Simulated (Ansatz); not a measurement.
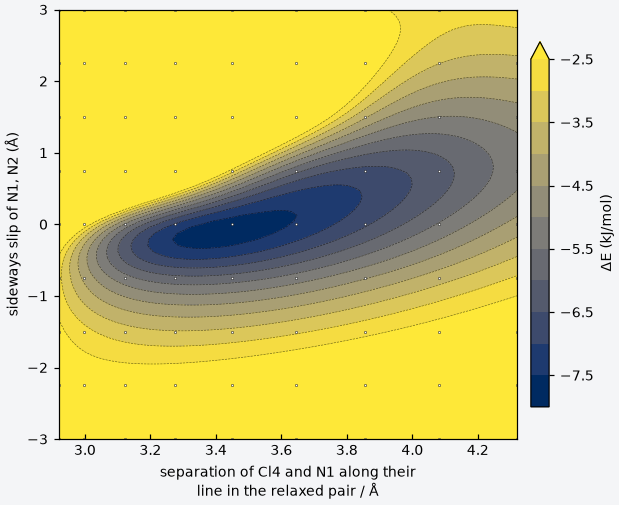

The pair N₂···CH₃Cl. Coordinates scanned: (1) separation of Cl4 and N1 along their line in the relaxed pair; (2) sideways slip of N1, N2. Nothing is relaxed (both partners rigid). Grid: 9 × 9 points. Points are written as (first, second). All energies are given in kJ/mol relative to the two partners far apart, frozen as in the relaxed pair, each in its own basis (no counterpoise correction). Computed with RKS CAM-B3LYP-D4/def2-SVPD in Ansatz 0.2.0.

The picture shows filled contours, dots at the grid points, one colour for all values above the top of the scale. Between grid points the surface is interpolated.

**Where is the minimum, and how stiff is the well along each coordinate?**

The interpolated minimum is at the first coordinate ≈ 3.446 Å, sideways slip of N1, N2 ≈ −0.06 Å. The curvatures there are about 0.27 eV/Å² and 0.14 eV/Å², with a cross term of about −0.13 eV/Å². Round the minimum the valley is strongly tilted: raising the first coordinate shifts the best value of sideways slip of N1, N2 upwards (coupling k₁₂/√(k₁₁k₂₂) about −0.7). (1 eV is 96.5 kJ/mol.)
